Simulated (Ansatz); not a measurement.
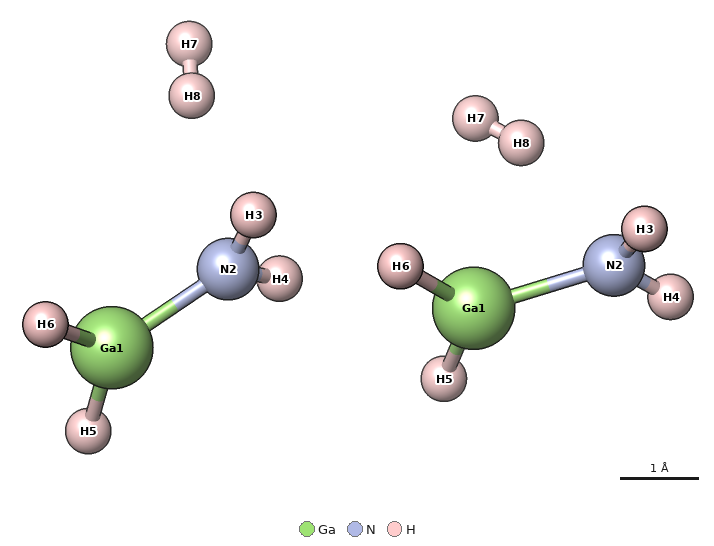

Two geometries of GaNH$_{6}$, drawn at one scale. One is the start of a relaxation, the other its converged end. The picture is a ball-and-stick view, seen from a free direction.

All numbers below come from RKS PBE0-D4/def2-SVP (Ansatz). Set-up: no spin polarisation; force threshold 0.03 eV/Å; at most 50 steps.

Q: Which one is relaxed?

A: The left one is the relaxed one. The run prepares an end point of a later path (reaction) calculation, from a guessed geometry. The atom that moves furthest after the best rigid fit is H7 (1.37 Å). Largest moves by element: H 1.37 Å, Ga 0.58 Å, N 0.37 Å. Some distances before and after: Ga1–N2 1.884 → 1.815 Å, H7–H8 0.722 → 0.764 Å. Over 17 accepted moves (19 points after the start) the energy falls by 4.63 kcal/mol. The largest force component goes from 1.4 to 0.019 eV/Å. The line search rejected the trial steps at points 3, 17 of the run. The forces were under the threshold at step 12, but the run went on from there. The run took 63 s on 1 thread of Intel(R) Xeon(R) Platinum 8259CL CPU @ 2.50GHz (Skylake/Cascade Lake), with other jobs on the host, peak memory 0.17 GiB.

Limits of the set-up: the start holds two separate molecules, 2.3 Å apart at their closest, whose relative position is a soft coordinate.
